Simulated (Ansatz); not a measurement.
Consider CaO in the rock salt structure (space group Fm-3m, No. 225; a = 4.795 Å). Axes: x, y, z lie along the cube axes.

Structures relaxed with r2SCAN (Ansatz, a first-principles code), scalar-relativistic without spin-orbit coupling.

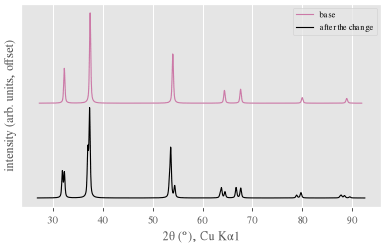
Fig. 1. Simulated powder patterns before (top) and after one change

### Question
What was done to the base?
A) uniaxial strain ε_xx = +4.33 %
B) isotropic strain −2.38 %
C) biaxial strain +1.19 %, plane normal [110], relaxed out of plane

### Answer
C, biaxial strain +1.19 %, plane normal [110], relaxed out of plane. Its volume per atom is 14.02 Å³ against 13.78 Å³, and its space group is Immm (No. 71).

A biaxial case was relaxed in a doubled cell and then solved in the primitive one. No phonon test of stability was made.
